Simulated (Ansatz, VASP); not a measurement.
# Cross-check of BN between VASP and Ansatz

One calculation is typed for both programs; each brings its own data sets and cutoff. How far apart do they land?

Calculated with Ansatz 0.2.0; plane waves, with VASP 6.6.1 beside it; band structure at PBE, dielectric response at LDA and single point at LDA.

## (1) The starting structure

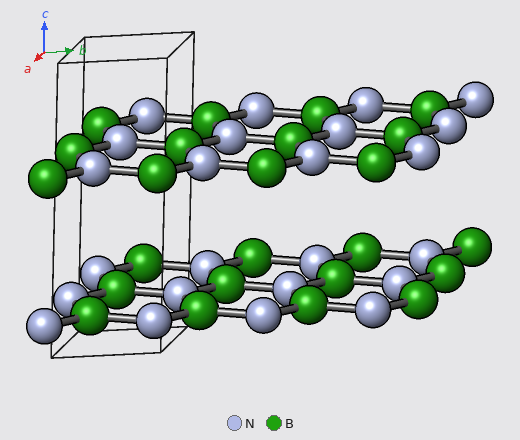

The cell as given, slightly off an axis (nitrogen light blue, boron green). 3×4×1 cells are drawn.

## (2) Ansatz: band structure, PBE

Ansatz runs on its default PAW (the set named soft_2) files.

The same path points are solved in both programs, so levels can be compared one by one.

input.yaml

```yaml
crystal:
  lattice:
    - [2.50399, 0.0, 0.0]
    - [-1.251995, 2.1685189508, 0.0]
    - [0.0, 0.0, 6.6612]
  atoms:
    - { symbol: "N", position: [0.6666666667, 0.3333333333, 0.25] }
    - { symbol: "N", position: [0.3333333333, 0.6666666667, 0.75] }
    - { symbol: B, position: [0.6666666667, 0.3333333333, 0.75] }
    - { symbol: B, position: [0.3333333333, 0.6666666667, 0.25] }
hamiltonian:
  xc: pbe
  pseudopotentials: { kind: paw }
kpoints:
  mp_grid: { grid: [10, 10, 4] }
  band_path:
    path:
      - [0.0, 0.0, 0.0]
      - [0.16667, 0.0, 0.0]
      - [0.33333, 0.0, 0.0]
      - [0.5, 0.0, 0.0]
      - [0.46296, 0.07407, 0.0]
      - [0.40741, 0.18519, 0.0]
      - [0.35185, 0.2963, 0.0]
      - [0.2963, 0.2963, 0.0]
      - [0.18519, 0.18519, 0.0]
      - [0.07407, 0.07407, 0.0]
      - [0.0, 0.0, 0.0]
      - [0.0, 0.0, 0.16667]
      - [0.0, 0.0, 0.33333]
      - [0.0, 0.0, 0.5]
      - [0.11111, 0.0, 0.5]
      - [0.33333, 0.0, 0.5]
      - [0.5, 0.0, 0.5]
      - [0.46296, 0.07407, 0.5]
      - [0.40741, 0.18519, 0.5]
      - [0.35185, 0.2963, 0.5]
      - [0.2963, 0.2963, 0.5]
      - [0.18519, 0.18519, 0.5]
      - [0.07407, 0.07407, 0.5]
      - [0.5, 0.0, 0.5]
      - [0.5, 0.0, 0.33333]
      - [0.5, 0.0, 0.16667]
      - [0.5, 0.0, 0.0]
      - [0.33333, 0.33333, 0.11111]
      - [0.33333, 0.33333, 0.27778]
      - [0.33333, 0.33333, 0.5]
    npoints: 1
scf:
  occupations: { method: gaussian, width: 0.03 }
  n_extra_bands: 8
output:
  forces: true
  stress: true
  eigenvalues: true
  write_density: true
  write_potential: true
  elf: true
  volumetric_format: npy
```

Run with:

```sh
ansatz run input.yaml --threads 2 --pin off --max-ram 4608MiB --backend cpu --events-out ev --progress --plain --runs-dir out
```

Numbers of over 12 decimals in the logs are rounded to 6 here.

Log:

```text
scf.n_extra_bands = 8 over 8 filled bands (N_el = 16.0): the run solves 16 bands
Engine: ansatz 0.2.0, aarch64-unknown-linux-gnu
Pseudopotentials: kind: paw
Pseudopotential: N, paw, valence charge 5, recommended cutoff 420 eV (normal), N.paw.azcp
Pseudopotential: B, paw, valence charge 3, recommended cutoff 420 eV (normal), B.paw.azcp
Functional definition: PBE
  parameter kappa = 0.804
  parameter beta = 0.066725
  exchange = pbe_x(kappa = kappa, mu = beta*pi^2/3)
  correlation = pbe_c(beta = beta)
Crystal: 4 atoms, lattice volume = 36.170 Å³
Basis set: ecut = 420 eV, 713 PW (Γ), exchange–correlation on 36×36×90 points (8 copies of the dense FFT grid, shifted against one another)
Bands: 16, of which v1, the nominal top of the filled ones, is band 8 counted from 1 (7 counted from 0)
Symmetry: 24 space group operations
Space group: P63/mmc (ITA 194), of the structure as read, at distance tolerance 3.3e-5 Å
k-points: 42 of 400
Non-local potential: N, projectors of the file, l = 0: 2, l = 1: 2, l = 2: 1
Non-local potential: B, projectors of the file, l = 0: 2, l = 1: 2, l = 2: 1
PAW form: soft (Blöchl's): semilocal exchange-correlation on the pseudo side does not see the compensation charge
PAW one-centre angular grid: N, 110 points (default); XC on 64 Gauss nodes
PAW one-centre angular grid: B, 110 points (default); XC on 64 Gauss nodes
Initial density: superposition of atomic densities (neutral atoms: chi_scale 0, normalization atom), corrected by the library's trained network
Initial wavefunctions: pseudopotential atomic-orbital guess
Functional: x = pbe(κ = 0.804, μ = 0.219515), c = pbe(β = 0.066725)
SCF iter   1: F=—  HF=-1084.807582 eV  |F-HF|=—  |Δ(HF+E_count)|=         —  Δρ=1.47e-3  dr2=2.11e-4  ethr=1.77e-3  ⟨swp⟩=6.2  Hψ=3484  notcnv=0  defer=7
preconditioner: auto → none  [insulator: Δε(μ)=4.241 eV  Ē_g=18.644 eV  σ=0.030 eV  W_gap=1.00  n_scr=4 (ndim 8)  ℏωp=24.7 eV  f_vac=0.023  D(μ)=0.00/eV (n_scr^D=0)  ε∞_Penn≈2.8]
SCF iter   2: F=—  HF=-1084.809000 eV  |F-HF|=—  |Δ(HF+E_count)|=   1.42e-3  Δρ=7.59e-4  dr2=3.85e-5  ethr=1.32e-6  ⟨swp⟩=2.1  Hψ=1425  notcnv=0  defer=61
SCF iter   3: F=—  HF=-1084.809308 eV  |F-HF|=—  |Δ(HF+E_count)|=   3.07e-4  Δρ=3.29e-4  dr2=8.33e-6  ethr=2.41e-7  ⟨swp⟩=2.0  Hψ=886  notcnv=0  defer=61
SCF iter   4: F=—  HF=-1084.809374 eV  |F-HF|=—  |Δ(HF+E_count)|=   6.64e-5  Δρ=2.70e-5  dr2=1.25e-7  ethr=5.21e-8  ⟨swp⟩=2.1  Hψ=922  notcnv=0  defer=61
iter 5 did not close the SCF: its close was put off for the readings that it lacked (scf_convergence_deferred on its scf_iter line)
SCF iter   5: F=-1084.809374 eV  HF=-1084.809374 eV  |F-HF|=3.30e-8  |Δ(HF+E_count)|=   1.42e-7  Δρ=9.17e-6  dr2=9.82e-9  ethr=7.84e-10  ⟨swp⟩=2.4  Hψ=872  notcnv=0  defer=61
SCF iter   6: F=-1084.809374 eV  HF=-1084.809374 eV  |F-HF|=6.28e-11  |Δ(HF+E_count)|=   3.68e-8  Δρ=9.99e-7  dr2=2.11e-10  ethr=6.14e-11  ⟨swp⟩=8.6  Hψ=3664  notcnv=0
SCF 1 converged in 6 iterations: F = -1084.809374 eV  dr2 = 2.11e-10
  greatest PAW one-centre occupation: 0.797 electrons in one spin orbital (limit 2), on the N atom at site 1 (counted from 0), in its partial waves of l = 0
NSCF: frozen V_eff on 30 k-points
SCF converged after 6 iterations
Free energy (F): -1084.809374 eV
Harris-Foulkes:  -1084.809374 eV  (|F-HF|=6.28e-11)
Internal energy: -1084.809374 eV  (E = F + TS)
E sigma→0 (E₀):  -1084.809374 eV
Fermi energy:    6.876685 eV
--- Per-component energies (eV) ---
  E_band       = -38.483258
  E_kinetic    = 366.916411
  E_local      = -696.310732  (includes V_loc(G=0)·N_el)
  E_nonlocal   = 115.663131
  E_hartree    = 224.896284
  E_xc         = -184.452369
  E_vxc        = -228.846939  (∫ρ·V_xc dr)
  E_paw        = -413.647080  (= ΣΔE_a)
  E_vpaw       = -45.698010  (= ΣTr[D̂ρ^β])
  E_aug_tail   = 0.000204  (compensation charges beyond the density's cutoff)
  E_ewald      = -497.875223
  E_smearing   = -0.000000  (= −TS)
  E_closure    = 0.000000  (closes the sum)
  Σ components = -1084.809374   (vs F -1084.809374, Δ=0.00e0)
--- Forces (eV/Å), atoms counted from 1 ---
  atom   1  N     -0.00000000     0.00000000    -0.00000000
  atom   2  N     -0.00000000    -0.00000000     0.00000000
  atom   3  B      0.00000000     0.00000000     0.00000000
  atom   4  B      0.00000000    -0.00000000    -0.00000000
  max |Σ_I F_I| component: 5.55e-17 eV/Å
--- Stress (GPa, compression-positive) ---
        3.565347       0.000000       0.000000
       -0.000000       3.565347       0.000000
        0.000000       0.000000       2.839848
  P = ⅓ Tr σ = 3.3235 GPa (33.235 kbar)
--- Band table (eV; the first three rows and the last of 42) ---
  k-point 0: bands = [... 4 lower, 3.3832, 3.3832, 3.4179, 3.4179, 9.9557, 14.9918, 16.2893, 16.2893, ... 4 higher]
  k-point 1: bands = [... 4 lower, 3.3885, 3.3885, 3.4135, 3.4135, 10.6484, 14.0936, 16.3068, 16.3068, ... 4 higher]
  k-point 2: bands = [... 4 lower, 3.4008, 3.4008, 3.4008, 3.4008, 12.3017, 12.3017, 16.3486, 16.3486, ... 4 higher]
  k-point 41: bands = [... 4 lower, -2.1058, -2.1058, 4.5231, 4.5231, 9.5109, 9.5109, 16.8674, 16.8674, ... 4 higher]
```

Elapsed: 1.2 s, on 2 threads of Arm Neoverse V1, shared host; peak memory 0.29 GiB.

## (3) VASP: band structure, PBE

The same cell, functional, mesh and smearing now go to VASP, with its own data sets and cutoff.

Lines of VASP's logs that name or quote its potential files are left out, and so is its time.

INCAR

```
SYSTEM = BN
PREC = Accurate
ENCUT = 460
EDIFF = 1E-06
NELM = 100
ISMEAR = 0
SIGMA = 0.03
LREAL = .FALSE.
ALGO = Normal
GGA = PE
NBANDS = 22
LORBIT = 11
LWAVE = .FALSE.
LCHARG = .FALSE.
KPAR = 8
LASPH = .TRUE.
```

POSCAR

```
BN
1.0
    2.5039900000      0.0000000000      0.0000000000
   -1.2519950000      2.1685189508      0.0000000000
    0.0000000000      0.0000000000      6.6612000000
N B
2 2
Direct
    0.6666666667      0.3333333333      0.2500000000
    0.3333333333      0.6666666667      0.7500000000
    0.6666666667      0.3333333333      0.7500000000
    0.3333333333      0.6666666667      0.2500000000
```

KPOINTS

```
Automatic mesh
0
Gamma
10 10 4
0 0 0
```

KPOINTS_OPT

```
Line mode
10
Line-mode
Reciprocal
  0.00000000   0.00000000   0.00000000 GAMMA
  0.50000000   0.00000000   0.00000000 M

  0.50000000   0.00000000   0.00000000 M
  0.33333333   0.33333333   0.00000000 K

  0.33333333   0.33333333   0.00000000 K
  0.00000000   0.00000000   0.00000000 GAMMA

  0.00000000   0.00000000   0.00000000 GAMMA
  0.00000000   0.00000000   0.50000000 A

  0.00000000   0.00000000   0.50000000 A
  0.50000000   0.00000000   0.50000000 L

  0.50000000   0.00000000   0.50000000 L
  0.33333333   0.33333333   0.50000000 H

  0.33333333   0.33333333   0.50000000 H
  0.00000000   0.00000000   0.50000000 A

  0.50000000   0.00000000   0.50000000 L
  0.50000000   0.00000000   0.00000000 M

  0.33333333   0.33333333   0.00000000 K
  0.33333333   0.33333333   0.50000000 H
```

The projector-augmented-wave data sets are N and B (PBE family, release 64).

Run with:

```sh
mpirun -np 8 vasp_std
```

Log:

```text
[banner, memory and clock lines left out]
running    8 mpi-ranks, on    1 nodes
 distrk:  each k-point on    1 cores,    8 groups
 distr:  one band on    1 cores,    1 groups

 POSCAR found type information on POSCAR N B
 POSCAR found :  2 types and       4 ions
|                                                                             |
|           W    W    AA    RRRRR   N    N  II  N    N   GGGG   !!!           |
|           W    W   A  A   R    R  NN   N  II  NN   N  G    G  !!!           |
|           W    W  A    A  R    R  N N  N  II  N N  N  G       !!!           |
|           W WW W  AAAAAA  RRRRR   N  N N  II  N  N N  G  GGG   !            |
|           WW  WW  A    A  R   R   N   NN  II  N   NN  G    G                |
|           W    W  A    A  R    R  N    N  II  N    N   GGGG   !!!           |
|                                                                             |
|     For optimal performance we recommend to set                             |
|       NCORE = 2 up to number-of-cores-per-socket                            |
|     NCORE specifies how many cores store one orbital (NPAR=cpu/NCORE).      |
|     This setting can greatly improve the performance of VASP for DFT.       |
|     The default, NCORE=1 might be grossly inefficient on modern             |
|     multi-core architectures or massively parallel machines. Do your        |
|     Unfortunately you need to use the default for GW and RPA                |
|     calculations (for HF NCORE is supported but not extensively tested      |
|     yet).                                                                   |
|                                                                             |

 LDA part: xc-table for (Slater+PW92), standard interpolation
 POSCAR, INCAR and KPOINTS ok, starting setup
 FFT: planning ... GRIDC
 FFT: planning ... GRID_SOFT
 FFT: planning ... GRID
 WAVECAR not read
 entering main loop
       N       E                     dE             d eps       ncg     rms          rms(c)
DAV:   1     0.377668003420E+02    0.37767E+02   -0.69229E+03  1848   0.607E+02
DAV:   2    -0.364211633624E+02   -0.74188E+02   -0.70237E+02  2354   0.171E+02
DAV:   3    -0.387090796987E+02   -0.22879E+01   -0.22738E+01  2332   0.268E+01
DAV:   4    -0.387191622433E+02   -0.10083E-01   -0.10082E-01  2020   0.204E+00
DAV:   5    -0.387192179128E+02   -0.55669E-04   -0.55669E-04  2374   0.128E-01    0.113E+01
DAV:   6    -0.355168079216E+02    0.32024E+01   -0.26311E+00  2092   0.124E+01    0.508E+00
DAV:   7    -0.352334447561E+02    0.28336E+00   -0.47307E-01  2196   0.429E+00    0.323E+00
DAV:   8    -0.351592208346E+02    0.74224E-01   -0.15987E-01  2188   0.230E+00    0.412E-01
DAV:   9    -0.351567066417E+02    0.25142E-02   -0.70632E-03  2084   0.597E-01    0.208E-01
DAV:  10    -0.351577096038E+02   -0.10030E-02   -0.12615E-03  2010   0.200E-01    0.381E-02
DAV:  11    -0.351577405017E+02   -0.30898E-04   -0.45899E-05  2226   0.477E-02    0.199E-02
DAV:  12    -0.351577702717E+02   -0.29770E-04   -0.32656E-05  1968   0.287E-02    0.346E-03
DAV:  13    -0.351577707750E+02   -0.50327E-06   -0.41403E-07  2092   0.363E-03
   1 F= -.35157771E+02 E0= -.35157771E+02  d E =-.406484E-18
 Start KPOINTS_OPT (optional k-point list driver)
k-point batch [1-42\90]
       N       E                     dE             ncg
DAV:   1     0.838764929598E+02   -0.16075E+05     1856
DAV:   2    -0.298447859572E+04   -0.30684E+04     2384
DAV:   3    -0.308399827063E+04   -0.99520E+02     2328
DAV:   4    -0.308431866205E+04   -0.32039E+00     2032
DAV:   5    -0.308431984213E+04   -0.11801E-02     2296
DAV:   6    -0.308431984925E+04   -0.71172E-05     2152
DAV:   7    -0.308431984930E+04   -0.49899E-07     1852
[...]
k-point batch [85-90\90]
       N       E                     dE             ncg
DAV:   1     0.243707898550E+05   -0.49330E+04      264
DAV:   2     0.240036496529E+05   -0.36714E+03      324
DAV:   3     0.239915207445E+05   -0.12129E+02      336
DAV:   4     0.239914737753E+05   -0.46969E-01      264
DAV:   5     0.239914735923E+05   -0.18297E-03      320
DAV:   6     0.239914735913E+05   -0.10313E-05      316
DAV:   7     0.239914735913E+05   -0.63301E-08      266
```

OUTCAR, selected parts (step 3):

```text
ion  position               nearest neighbor table
   1  0.667  0.333  0.250-   4 1.45   4 1.45   4 1.45
   2  0.333  0.667  0.750-   3 1.45   3 1.45   3 1.45
   3  0.667  0.333  0.750-   2 1.45   2 1.45   2 1.45
   4  0.333  0.667  0.250-   1 1.45   1 1.45   1 1.45

  LATTYP: Found a hexagonal cell.
 ALAT       =     2.5039900000
 C/A-ratio  =     2.6602342661

 Subroutine GETGRP returns: Found 24 space group operations
 (whereof 12 operations were pure point group operations)

The static configuration has the point symmetry D_3d.
 The point group associated with its full space group is D_6h.

 Found     42 irreducible k-points:

   k-points           NKPTS =     42   k-points in BZ     NKDIM =     42   number of bands    NBANDS=     22

   dimension x,y,z NGX =    18 NGY =   18 NGZ =   48
   dimension x,y,z NGXF=    36 NGYF=   36 NGZF=   96

   ENCUT  =  460.0 eV  33.81 Ry    5.81 a.u.   4.38  4.38 11.65*2*pi/ulx,y,z

   NELECT =      16.0000    total number of electrons

 k-points in reciprocal lattice and weights: Automatic mesh
   0.00000000  0.00000000  0.00000000       0.003
   0.10000000 -0.00000000  0.00000000       0.015
   0.20000000 -0.00000000  0.00000000       0.015
   0.30000000  0.00000000  0.00000000       0.015
   0.40000000 -0.00000000  0.00000000       0.015
   0.50000000 -0.00000000  0.00000000       0.007
   0.10000000  0.10000000  0.00000000       0.015
   0.20000000  0.10000000  0.00000000       0.030
   0.30000000  0.10000000  0.00000000       0.030
[...]
0.40000000  0.20000000  0.50000000       0.015
   0.30000000  0.30000000  0.50000000       0.015

 average (electrostatic) potential at core
       1 -64.9140       2 -64.9140       3 -29.0051       4 -29.0051

 E-fermi :   2.4643

 k-point     1 :       0.0000    0.0000    0.0000
  band No.  band energies     occupation
    ...
      4      -1.8585      2.00000
      5       0.9191      2.00000
      6       0.9191      2.00000
      7       0.9542      2.00000
      8       0.9542      2.00000
      9       7.4906      0.00000
     10      12.5346      0.00000
     11      13.7996      0.00000
     12      13.7996      0.00000
     13      13.9211      0.00000
    ...

 k-point     2 :       0.1000   -0.0000    0.0000
  band No.  band energies     occupation
    ...
      4      -1.6175      2.00000
      5       0.1303      2.00000
      6       0.1613      2.00000
      7       0.5524      2.00000
      8       0.5933      2.00000
      9       7.8414      0.00000
     10      12.3981      0.00000
     11      13.5683      0.00000
     12      13.8220      0.00000
     13      14.5585      0.00000
    ...

 k-point     3 :       0.2000   -0.0000    0.0000
  band No.  band energies     occupation
    ...
      4      -1.7541      2.00000
      5      -1.7079      2.00000
      6      -0.9167      2.00000
      7      -0.2712      2.00000
      8      -0.2206      2.00000
      9       8.7346      0.00000
     10      11.7445      0.00000
     11      12.6873      0.00000
     12      13.0703      0.00000
     13      13.7114      0.00000
    ...

  Total        0.7212808      0.7212808      0.4270710     -0.0000000      0.0000000      0.0000000
  in kB       31.9496915     31.9496915     18.9174413     -0.0000000      0.0000000      0.0000000
  external PRESSURE =      27.6056081 kB  Pullay stress =       0.0000000 kB

  energy-cutoff  :      460.00
  volume of cell :       36.17
      direct lattice vectors                 reciprocal lattice vectors
     2.503990000  0.000000000  0.000000000     0.399362617  0.230572115  0.000000000
    -1.251995000  2.168518951  0.000000000     0.000000000  0.461144229  0.000000000
     0.000000000  0.000000000  6.661200000     0.000000000  0.000000000  0.150123101

 POSITION                                       TOTAL-FORCE (eV/Angst)
 -----------------------------------------------------------------------------------
      1.25200      0.72284      1.66530         0.000000      0.000000      0.000000
     -0.00000      1.44568      4.99590        -0.000000     -0.000000      0.000000
      1.25200      0.72284      4.99590        -0.000000      0.000000      0.000000
     -0.00000      1.44568      1.66530         0.000000     -0.000000      0.000000
 -----------------------------------------------------------------------------------
    total drift:                               -0.000000      0.000000      0.000000

  FREE ENERGIE OF THE ION-ELECTRON SYSTEM (eV)
  ---------------------------------------------------
  free  energy   TOTEN  =       -35.1577707750 eV

  energy  without entropy=      -35.1577707750  energy(sigma->0) =      -35.15777077

 total charge
# of ion       s       p       d       tot
------------------------------------------
    1        1.230   2.786   0.000   4.016
    2        1.230   2.786   0.000   4.016
    3        0.745   1.426   0.000   2.171
    4        0.745   1.426   0.000   2.171
--------------------------------------------------
tot          3.950   8.424   0.000  12.374

[... 3 further parts left out ...]
```

The run ends at a pressure of 2.76 GPa.

## (4) Comparison

Known differences besides the PAW data sets themselves: the cutoff is 420 eV in Ansatz and 460 eV in VASP. Total energies have different zeros and are not compared.

Both answers:

```tsv
quantity	Ansatz	VASP	difference
pressure (GPa)	3.32	2.76	+0.56
gap over the path points (eV)	4.257	4.250	+0.007
```

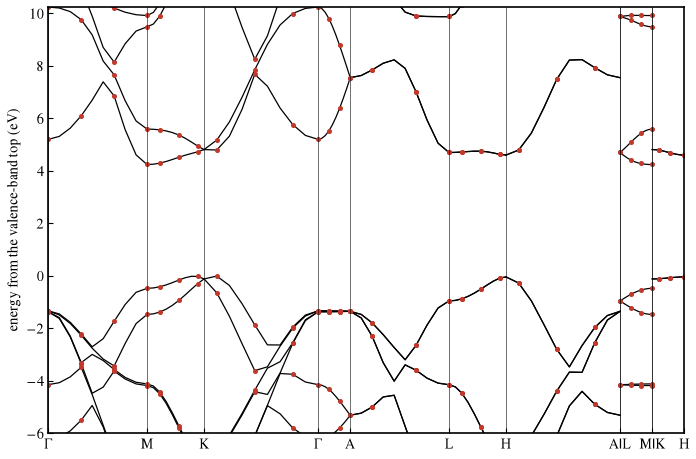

Bands from VASP (lines) and levels from Ansatz (dots). Dots without a line are higher empty bands that the VASP plot leaves out.

Levels at points of the path, from each program's valence-band top (eV; 4 filled, then empty):

```tsv
k (reciprocal lattice)	Ansatz	VASP
0.000 0.000 0.000	-1.36 -1.36 -1.33 -1.33 5.21 10.25 11.55	-1.36 -1.36 -1.33 -1.33 5.21 10.26 11.52
0.167 0.000 0.000	-3.33 -3.30 -2.25 -2.21 6.11 9.77 10.97	-3.34 -3.30 -2.26 -2.21 6.11 9.77 10.96
0.333 0.000 0.000	-3.62 -3.56 -3.42 -1.73 6.87 7.67 8.16	-3.62 -3.56 -3.43 -1.73 6.87 7.67 8.15
0.500 0.000 0.000	-4.18 -4.11 -1.46 -0.47 4.26 5.61 9.51	-4.17 -4.11 -1.46 -0.47 4.25 5.60 9.50
0.463 0.074 0.000	-4.49 -4.42 -1.37 -0.41 4.31 5.58 9.91	-4.49 -4.42 -1.37 -0.41 4.30 5.57 9.91
0.407 0.185 0.000	-5.77 -5.70 -0.93 -0.15 4.53 5.38 11.50	-5.77 -5.70 -0.93 -0.15 4.53 5.38 11.50
0.352 0.296 0.000	-7.04 -7.01 -0.29 -0.01 4.74 4.96 10.87	-7.05 -7.02 -0.29 -0.01 4.74 4.96 10.87
0.296 0.296 0.000	-6.80 -6.77 -0.64 0.00 4.81 5.18 11.12	-6.80 -6.77 -0.64 0.00 4.80 5.18 11.12
0.185 0.185 0.000	-4.41 -4.35 -3.60 -1.86 7.69 7.86 8.27	-4.41 -4.35 -3.60 -1.86 7.69 7.86 8.27
0.074 0.074 0.000	-2.56 -2.54 -1.98 -1.94 5.78 10.00 11.46	-2.56 -2.54 -1.98 -1.94 5.77 10.01 11.44
```

Among the levels compared (up to four filled and three empty ones at each point), filled levels agree within 4 meV and empty ones within 27 meV. Ansatz's pressure holds a Pulay correction of 0.59 GPa; VASP's holds none.

[end of part 1 of 2]

[Lines on the potential files, build, host, timing and source positions are cut from VASP's logs without a mark.]

[Logs are printed without paths, hosts, clocks, repeated set-up lines and the standing remarks that a program may print on its own settings, such as how far it seeks lower states.]

[Hosts, paths, dates, database ids (printed as entryN), source tags and the programs' standing remarks are cut or masked in the printed files.]
